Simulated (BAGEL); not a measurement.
**B3H6P (SMILES BP(B)B): HF/3-21G (density fitting with qzvpp-jkfit)**

Aim: the electronic atomisation energy of B3H6P at HF/3-21G (density fitting with qzvpp-jkfit), from 4 runs. 

The calculation is run with BAGEL 1.2.2.

**1. The system as given**

The species is B3H6P (10 atoms), typed as a singlet with charge 0. As SMILES, `BP(B)B`. The shape comes from GFN2-xTB, which is rough for such elements, and wasn't checked as a minimum.

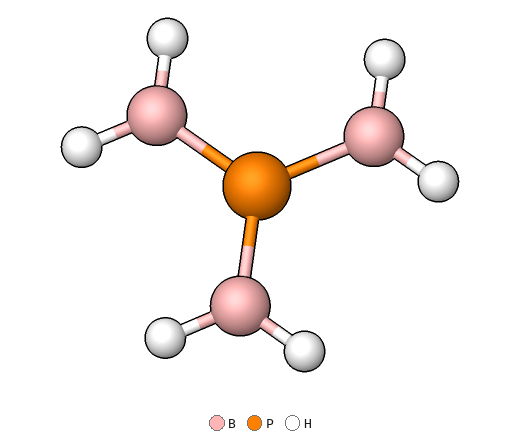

The structure, seen from a chosen angle (boron pink, phosphorus orange, hydrogen white).

**2. A single-point energy at HF/3-21G (density fitting with qzvpp-jkfit)**

Contents of input.json:

```json
{ "bagel": [

{
  "title": "molecule",
  "basis": "3-21g",
  "df_basis": "qzvpp-jkfit",
  "angstrom": "true",
  "geometry": [
    { "atom": "B", "xyz": [   -1.723200,   -0.026900,   -0.590170 ] },
    { "atom": "P", "xyz": [    0.000460,   -0.001380,   -0.000500 ] },
    { "atom": "B", "xyz": [    1.269060,    0.914680,   -0.933440 ] },
    { "atom": "B", "xyz": [    0.453890,   -0.887210,    1.524840 ] },
    { "atom": "H", "xyz": [   -2.014710,    0.540090,   -1.570820 ] },
    { "atom": "H", "xyz": [   -2.539700,   -0.615390,    0.005320 ] },
    { "atom": "H", "xyz": [    2.376550,    0.934060,   -0.556470 ] },
    { "atom": "H", "xyz": [    0.978570,    1.482320,   -1.913510 ] },
    { "atom": "H", "xyz": [   -0.360010,   -1.472900,    2.126880 ] },
    { "atom": "H", "xyz": [    1.559090,   -0.867360,    1.907880 ] }
  ]
},
{ "title": "hf", "charge": 0 },
{ "title": "print", "file": "orbitals.molden", "orbitals": "true" }

]}
```

Run with:

```
$ BAGEL_NUM_THREADS=1 BAGEL input.json > input.out
```

What it wrote:

```text
* using 1 threads per process

  ===============================================================
  ===============================================================

  *** Geometry ***

  { "atom" : "B", "xyz" : [     -3.256376,     -0.050834,     -1.115260 ] },
  { "atom" : "P", "xyz" : [      0.000869,     -0.002608,     -0.000945 ] },
  { "atom" : "B", "xyz" : [      2.398176,      1.728495,     -1.763946 ] },
[... 6 lines of this table left out ...]
  { "atom" : "H", "xyz" : [      2.946253,     -1.639073,      3.605371 ] },

  Number of auxiliary basis functions:      461

  Since a DF basis is specified, we compute 2- and 3-index integrals:
    o Being stored without compression. Storage requirement is 0.010 GB

  Number of basis functions:       52
  Number of electrons      :       36

    * METHOD: MOLECULE                             0.12

  *** RHF ***

  === Nuclear Repulsion ===
   120.5265896281

      * DIIS with orbital gradients will be used.

  === RHF iteration (3-21g) ===
      0       -416.01916904          0.01125042           0.03
      1       -416.06797870          0.00289417           0.02
      2       -416.07197544          0.00031214           0.03
[... 6 lines of this table left out ...]
      9       -416.07204683          0.00000001           0.03
    * SCF iteration converged.

    * Permanent dipole moment:
           (    0.000985,    -0.002234,    -0.000617) a.u.

    * METHOD: HF                                   0.33

    * METHOD: PRINT                                0.01

  ===============================================================
```

Wall time 0.72 s (1 thread of AMD EPYC 9R14 (Zen 4), shared host).

**3. The B atom**

Contents of calc.json:

```json
{ "bagel" : [

{
  "title" : "molecule",
  "basis" : "3-21g",
  "df_basis" : "qzvpp-jkfit",
  "angstrom" : "true",
  "geometry" : [
    { "atom" : "B", "xyz" : [       0.000000,       0.000000,       0.000000 ] }
  ]
},

{ "title" : "uhf", "nopen" : 1 },

{ "title" : "print", "file" : "orbitals.molden", "orbitals" : "true" }

]}
```

Run the same way, it converges to -24.38978 Eh (log not shown).

**4. The H atom, same level**

Contents of input.json:

```json
{ "bagel": [

{
  "title": "molecule",
  "basis": "3-21g",
  "df_basis": "qzvpp-jkfit",
  "angstrom": true,
  "geometry": [
    { "atom": "H", "xyz": [       0.000000,       0.000000,       0.000000 ] }
  ]
},

{ "title": "uhf", "charge": 0, "nopen": 1 },

{ "title": "print", "file": "orbitals.molden", "orbitals": true }

]}
```

Run the same way, it converges to -0.49620 Eh (log not shown).

**5. The P atom**

Contents of job.json:

```json
{ "bagel" : [

{
  "title" : "molecule",
  "basis" : "3-21g",
  "df_basis" : "qzvpp-jkfit",
  "angstrom" : "true",
  "geometry" : [
    { "atom" : "P", "xyz" : [    0.000000,    0.000000,    0.000000 ] }
  ]
},
{
  "title" : "uhf",
  "nopen" : 3
},
{
  "title" : "print",
  "file" : "orbitals.molden",
  "orbitals" : "true"
}

]}
```

Run the same way, it converges to -339.00010 Eh (log not shown).

**6. Outcome**

Level: HF/3-21G (density fitting with qzvpp-jkfit).

```
                     quantity          value
       molecule: total energy  -416.07205 Eh
      molecule: dipole moment         0.01 D
        molecule: HOMO energy       -9.92 eV
        molecule: LUMO energy        1.56 eV
      molecule: HOMO–LUMO gap       11.48 eV
         B atom: total energy   -24.38978 Eh
        B atom: dipole moment         0.00 D
                 B atom: ⟨S²⟩          0.750
         H atom: total energy    -0.49620 Eh
        H atom: dipole moment         0.00 D
                 H atom: ⟨S²⟩          0.750
         P atom: total energy  -339.00010 Eh
        P atom: dipole moment         0.00 D
                 P atom: ⟨S²⟩          3.750
electronic atomisation energy      25.182 eV
```

What this shows: Taking the molecule apart into free atoms costs 25.18 eV (581 kcal/mol), before zero-point energy and without spin-orbit coupling. Hartree–Fock lacks the correlation of the bonding pairs, which as a rule makes this value much too low; in minimal bases other errors can mask that.
